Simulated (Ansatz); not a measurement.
# B3LYP/6-31G(d) (spherical functions) run of GeSiH6 (SMILES [SiH3][GeH3])

Aim: the electronic atomisation energy of GeSiH6 at B3LYP/6-31G* (spherical functions), from 4 runs. 

The results are computed with Ansatz 0.2.0.

48 further runs of the same task are left out: 7 that didn't finish, 41 set aside as unsound or not needed. Runs told in other sessions of the task aren't counted.

**1. The system as given**

GeSiH6 has 8 atoms, charge 0, and is taken as a singlet. As SMILES, `[SiH3][GeH3]`. The coordinates come from a PBE0-D4/def2-TZVP relaxation.

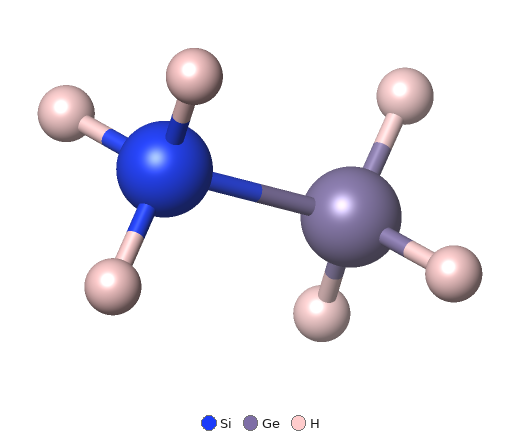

The structure, seen from a chosen angle (silicon blue, germanium purple, hydrogen pink).

**2. The energy at B3LYP/6-31G(d) (spherical functions)**

job.yaml reads:

```yaml
crystal:
  periodic: [false, false, false]
  atoms:
    - symbol: Si
      position_ang: [-0.516700, 0.386500, -1.010200]
    - symbol: Ge
      position_ang: [0.529700, -0.393800, 0.977400]
    - symbol: H
      position_ang: [-1.894900, 0.857200, -0.710900]
    - symbol: H
      position_ang: [-0.590800, -0.708400, -2.013300]
    - symbol: H
      position_ang: [0.260800, 1.514500, -1.587400]
    - symbol: H
      position_ang: [0.619100, 0.733600, 2.019400]
    - symbol: H
      position_ang: [1.954300, -0.890500, 0.679100]
    - symbol: H
      position_ang: [-0.269300, -1.556200, 1.590100]
basis:
  gaussian: {orbitals: 6-31G_st_-spherical.json}
hamiltonian: {xc: {name: B3LYP}}
accuracy: high
output: {orbitals: {seedname: orbitals}}
```

The basis set 6-31G* is read from a file made from the Basis Set Exchange's data (not shown).

Launch:

```sh
$ ansatz run job.yaml --threads 1 --pin off --max-ram 3480MiB --events-out events.jsonl --progress --plain --runs-dir runs
```

What it wrote:

```text
Warning: RAYON_NUM_THREADS=1 ignored (pool sized by the plan → 1); use --threads N
Functional definition: B3LYP
  name "B3LYP"
  parameter a0 = 0.2
  parameter ax = 0.72
  parameter ac = 0.81
  exchange = (1 - a0 - ax)*slater_x + ax*b88_x + a0*exact_x
  correlation = (1 - ac)*vwn_rpa_c + ac*lyp_c
1343 factors; integrals over basis functions are off by at most 9.3e-9 eV
mean field evaluation 1: about -64486.4143 eV, gradient 1.5e1 eV
mean field evaluation 2: about -64486.7211 eV, gradient 1.2e1 eV
mean field evaluation 4: about -64486.8421 eV, gradient 3.3e-1 eV
mean field evaluation 8: about -64486.9511 eV, gradient 2.6e-2 eV
mean field evaluation 16: about -64486.9512 eV, gradient 3.3e-7 eV
mean field -64486.95115672 eV, -2369.8517441839 hartree, gradient 4.9e-8 eV, S^2 0.000000; 0 other end points of the search recorded, 0 dependent functions left out
reference -64486.95120108 eV, -2369.8517458143 hartree; 26, 26 occupied and 36, 36 virtual orbitals, 1343 factors
Total energy: -64486.95120108 eV, -2369.8517458143 hartree
```

Run time: 5.7 s. Hardware: 1 thread of Arm Neoverse V1, shared host; peak memory 0.19 GiB.

**3. The Ge atom at the same level**

input.yaml reads:

```yaml
basis:
  gaussian:
    orbitals: 6-31G_st_-spherical.json
crystal:
  periodic: [false, false, false]
  atoms:
    - {symbol: Ge, position_ang: [0.000000, 0.000000, 0.000000]}
magnetization:
  spin_polarized: true
  initial_magnetization: 2
accuracy: high
hamiltonian:
  xc: {name: B3LYP}
```

The basis set 6-31G* is read from a file made from the Basis Set Exchange's data (not shown).

Run the same way, it converges to -2076.68559 Eh (log not shown).

**4. The H atom**

job.yaml reads:

```yaml
crystal:
  periodic: [false, false, false]
  atoms:
    - symbol: H
      position_ang: [0.000000, 0.000000, 0.000000]
basis:
  gaussian:
    orbitals: "6-31G*"
magnetization:
  spin_polarized: true
  initial_magnetization: 1
hamiltonian:
  xc: {name: B3LYP}
accuracy: high
```

Run the same way, it converges to -0.50027 Eh (log not shown).

**5. The Si atom, same level**

molecule.yaml reads:

```yaml
crystal:
  periodic: [false, false, false]
  atoms:
    - {symbol: Si, position_ang: [0.000000, 0.000000, 0.000000]}
basis:
  gaussian:
    orbitals: 6-31G_st_-spherical.json
magnetization:
  spin_polarized: true
  initial_magnetization: 2
hamiltonian:
  xc: {name: B3LYP}
accuracy: high
```

The basis set 6-31G* is read from a file made from the Basis Set Exchange's data (not shown).

Launch:

```sh
$ ansatz run molecule.yaml --threads 1 --pin off --max-ram 3480MiB --events-out events.jsonl --progress --plain --runs-dir runs
```

What it wrote (excerpt; [...] marks lines left out):

```text
Warning: RAYON_NUM_THREADS=1 ignored (pool sized by the plan → 1); use --threads N
[... 7 set-up lines as earlier in the session ...]
141 factors; integrals over basis functions are off by at most 2.6e-9 eV
mean field evaluation 1: about -7874.0967 eV, gradient 2.2e0 eV
mean field evaluation 2: about -7874.1484 eV, gradient 6.3e-1 eV
mean field evaluation 4: about -7874.1531 eV, gradient 1.2e-1 eV
mean field evaluation 8: about -7874.1532 eV, gradient 7.3e-5 eV
mean field evaluation 16: about -7874.1532 eV, gradient 4.4e-2 eV
mean field -7874.15323606 eV, -289.3697941324 hartree, gradient 3.7e-8 eV, S^2 2.001919; 1 other end points of the search recorded, 0 dependent functions left out
reference -7874.15325710 eV, -289.3697949057 hartree; 8, 6 occupied and 10, 12 virtual orbitals, 141 factors
Total energy: -7874.15325710 eV, -289.3697949057 hartree
```

Wall time 1 s (1 thread of Arm Neoverse V1, shared host).

**6. Summary of results**

At B3LYP/6-31G* (spherical functions):

```
                     quantity           value
       molecule: total energy  -2369.85175 Eh
        molecule: HOMO energy        -7.99 eV
        molecule: LUMO energy         0.44 eV
      molecule: HOMO–LUMO gap         8.43 eV
        Ge atom: total energy  -2076.68559 Eh
                Ge atom: ⟨S²⟩           2.002
         H atom: total energy     -0.50027 Eh
                 H atom: ⟨S²⟩           0.750
        Si atom: total energy   -289.36979 Eh
                Si atom: ⟨S²⟩           2.002
electronic atomisation energy       21.626 eV
```

**Reading.** Taking the molecule apart into free atoms costs 21.63 eV (499 kcal/mol), before zero-point energy and without spin-orbit coupling.
